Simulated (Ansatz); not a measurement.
A van 't Hoff estimate for H2 + C2H7NSi ⇌ NH3 + C2H6Si

Species: H2 (hydrogen), singlet; C2H7NSi `C=C[SiH2]N`, singlet; NH3 (ammonia) `N`, singlet; C2H6Si (vinylsilane) `C=C[SiH3]`, singlet. The partners trade H for NH2: H–H and Si–NH2 bonds give way to H–NH2 and Si–H.

The electronic reaction energy at CCSD(T)/CBS estimate is +28.0 kJ/mol. Shapes: PBE0-D4/def2-TZVP. Flexible molecules stand in one conformer, not always the lowest. Programs: Ansatz 0.2.0. Enthalpy and entropy come from rigid-rotor, harmonic-oscillator sums on unscaled PBE0-D4/def2-TZVP wavenumbers, ideal gases at 1 bar. Symmetry numbers: H2 2, C2H7NSi 1, NH3 3, C2H6Si 1. R = 8.3145 J/(mol K).

| T (K) | ΔH (kJ/mol) | ΔS (J/(mol K)) |
| --- | --- | --- |
| 500 | +36.8 | +13.2 |
| 700 | ? | ? |
| 900 | +30.2 | +3.4 |

Task: Work out ln K at 500 and 900 K, and from these estimate it at 700 K.

Result: 
1. 500 K: ΔG = +36.8 − 500 × (+13.2)/1000 = +30.2 kJ/mol; ln K = −ΔG/RT = -7.26.
2. 900 K: ΔG = +30.2 − 900 × (+3.4)/1000 = +27.1 kJ/mol; ln K = −ΔG/RT = -3.62.
3. Slope against 1000/T: (-3.62 − (-7.26))/(1.1111 − 2.0000) = -4.09, that is −ΔH/R with ΔH near +34 kJ/mol.
4. 700 K: ln K = -7.26 + (-4.09) × (1.4286 − 2.0000) = -4.92.

The full sums give ΔH = +33.2 kJ/mol, ΔS = +7.1 J/(mol K), ΔG = +28.2 kJ/mol and ln K = -4.85 at 700 K, so the line is off by -0.07 in ln K; without rounding the miss is -0.08, from the change of ΔH with temperature. The reactants are favoured over this whole range. An error of 10 kJ/mol in the energy moves ln K by 1.7 at 700 K. Soft modes are treated as harmonic, which can err either way at these temperatures; the lowest are those of C2H7NSi (107 cm⁻¹), C2H6Si (143 cm⁻¹). Other conformers aren't counted. The CBS estimate extrapolates MP2 from def2-TZVPP and def2-QZVPP and adds CCSD(T) − MP2 in the triple-zeta set, cores frozen; for H2 it overshoots the exact energy by about 1 mEh.

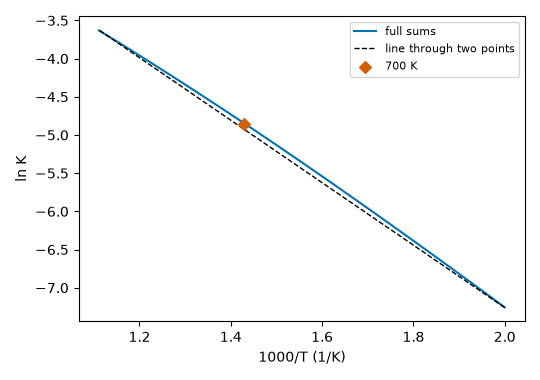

The van 't Hoff plot.
